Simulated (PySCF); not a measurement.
## C₄H₄F₅N: excited-state calculation

- system: C₄H₄F₅N
- method: TDDFT PBE0/def2-SVPD, vertical, IEF-PCM water (non-equilibrium linear response), core orbitals frozen in the response (PySCF 2.14.0)

The geometry comes from this level: GFN2-xTB. It belongs to a series of runs on one base structure; here: solvent water; PBE0/def2-SVPD; 1 states.

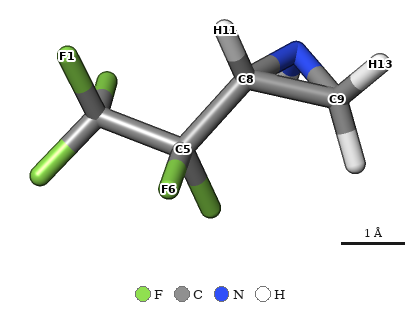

The input geometry (stick view, seen at a tilt; atoms are numbered from 1 in the order of the input). Bond lengths as drawn: C–C 1.48 to 1.55 Å, C–F 1.33 to 1.36 Å, C–H 1.08 Å, C–N 1.44 Å and H–N 1.02 Å.

### The input
```
{"job": {"kind": "uv", "xc": "PBE0", "basis": "def2-SVPD", "solvent": "water", "nstates": 1, "ntriplets": 2, "tda": false}, "charge": 0, "multiplicity": 1}
F      2.269849     0.212379     0.990940
C      1.871528    -0.203059    -0.213225
F      2.838486     0.075386    -1.080233
F      1.743000    -1.530572    -0.158997
C      0.519878     0.453144    -0.597928
F      0.730457     1.783921    -0.756155
F      0.163929    -0.021864    -1.817077
C     -0.552733     0.188060     0.439125
C     -1.975527     0.206347     0.020382
N     -1.322826    -1.024285     0.391717
H     -0.271293     0.535572     1.427346
H     -2.204251     0.405518    -1.019502
H     -2.710468     0.563711     0.727222
H     -1.100706    -1.644732    -0.380759
```

The first line tells a small driver script what to run in PySCF; the rest is the geometry in Å.

Launched with:
```bash
OMP_NUM_THREADS=1 python <driver script> task.json out
```

### The program's output
```
coarse grid: 13320 points
cycle   1  E = -707.2931470072  dE =  1.753e+00  |g| = 1.049e+00  |ddm| = 5.556e+00
cycle   2  E = -707.0475442554  dE =  2.456e-01  |g| = 1.641e+00  |ddm| = 3.328e+00
cycle   3  E = -707.4885274329  dE = -4.410e-01  |g| = 6.207e-02  |ddm| = 1.915e+00
cycle   4  E = -707.4890047416  dE = -4.773e-04  |g| = 3.694e-02  |ddm| = 1.503e-01
cycle   5  E = -707.4892584670  dE = -2.537e-04  |g| = 9.483e-03  |ddm| = 6.194e-02
cycle   6  E = -707.4892734515  dE = -1.498e-05  |g| = 2.228e-03  |ddm| = 1.804e-02
cycle   7  E = -707.4892742493  dE = -7.978e-07  |g| = 4.841e-04  |ddm| = 4.221e-03
final grid: 135336 points
cycle   8  E = -707.5786674608  dE = -5.428e-05  |g| = 8.462e-03  |ddm| = 1.474e-01
cycle   9  E = -707.5786575657  dE =  9.895e-06  |g| = 1.146e-02  |ddm| = 4.095e-02
cycle  10  E = -707.5786824891  dE = -2.492e-05  |g| = 8.718e-04  |ddm| = 1.998e-02
cycle  11  E = -707.5786826281  dE = -1.390e-07  |g| = 2.533e-04  |ddm| = 1.378e-03
cycle  12  E = -707.5786826405  dE = -1.241e-08  |g| = 5.678e-05  |ddm| = 4.627e-04
cycle  13  E = -707.5786826411  dE = -6.055e-10  |g| = 1.911e-05  |ddm| = 1.430e-04
```

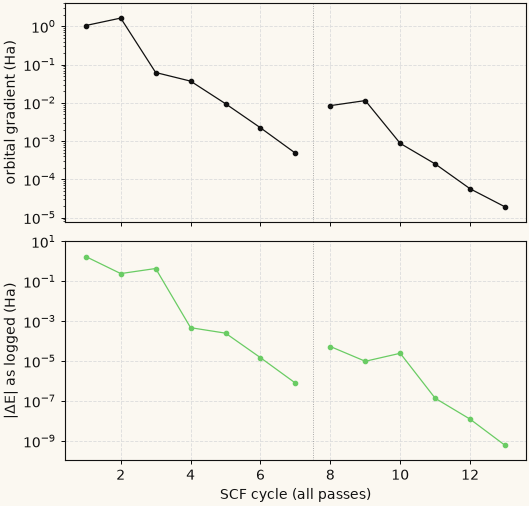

Convergence of the self-consistent field: orbital gradient and size of the energy change against the SCF cycle. The dotted line marks the change from a coarse to the final integration grid. The first 7 cycles use a coarse grid, the final grid takes over at cycle 8, and the field converges after 13 cycles in all.

```
converged SCF energy = -707.5786826411

Static polarisability (au): isotropic 74.046, principal 69.274 72.525 80.340

Singlet excitations
state   eV       nm        f      main configurations
  1   7.2386    171.3   0.01494   H->L 0.56, H->L+1 0.39

Triplet excitations (Tamm-Dancoff, eV): 6.9834 7.2195
```

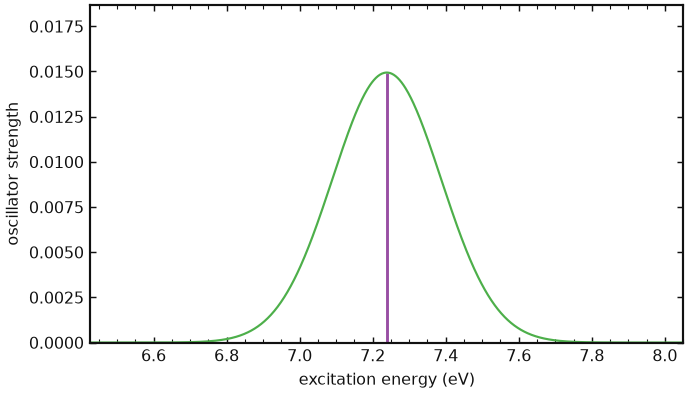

Computed excitations as sticks (degenerate states added up, dark ones marked on the axis), with a Gaussian envelope of 0.35 eV full width at half maximum, scaled to the tallest. Of the 1 states the lowest lies at 7.24 eV (f = 0.015); the strongest line is at 7.24 eV, or 171 nm (f = 0.015).

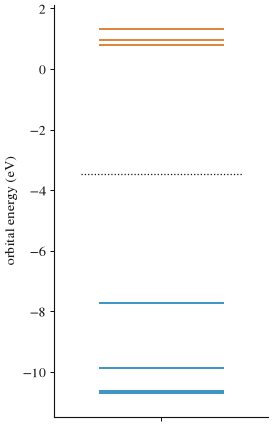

Orbital energies near the frontier; the dotted line parts filled from empty levels, and levels within 0.02 eV of each other stand side by side. Highest filled −7.74 eV, lowest empty 0.79 eV, 8.53 eV apart.

### Results in brief

- outcome: converged
- total energy: −707.578683 hartree
- HOMO: −7.74 eV
- LUMO: 0.79 eV
- dipole moment: 2.04 D
- mean polarisability: 74.05 a.u.
- lowest singlet excitation: 7.24 eV
- hardware: 1 CPU thread, shared host
- wall time: 87 s
- peak memory: 1.1 GiB

### Notes

Settings chosen away from the usual ones: solvent water; PBE0/def2-SVPD; 1 states.
